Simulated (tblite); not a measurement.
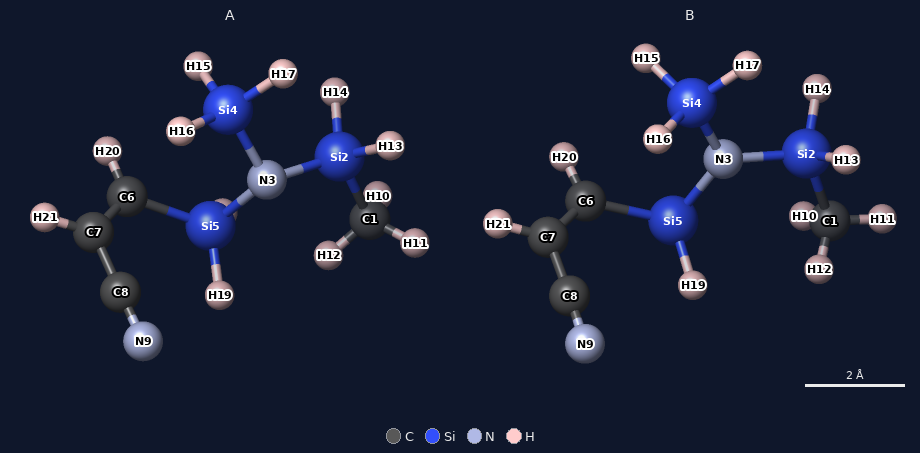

Two geometries of C$_{4}$H$_{12}$N$_{2}$Si$_{3}$, drawn at one scale. One is the start of a relaxation, the other its converged end. Style: ball-and-stick. Shown at a tilt.

Method: GFN2-xTB geometry optimisation, gas phase in tblite. 

### Which of the two is the end point?

Structure B is the relaxed one. After 117 geometry steps the energy has fallen by 17.3 kcal/mol. The atom that moves furthest after the best rigid fit is an H atom (0.85 Å). By element the largest moves are H 0.85 Å, N 0.55 Å, C 0.23 Å, Si 0.17 Å. Near-neighbour distances that change, for instance: N–Si 1.802 → 1.749 Å, H–Si 1.507 → 1.468 Å, N–Si 1.777 → 1.741 Å, C–H 1.117 → 1.085 Å. Among the angles between lasting bonds that change: Si–N–Si 111.9° → 120.7°, Si–N–Si 110.9° → 118.6°, Si–C–C 118.1° → 125.7°. Groups turn about C–Si by about 65°.
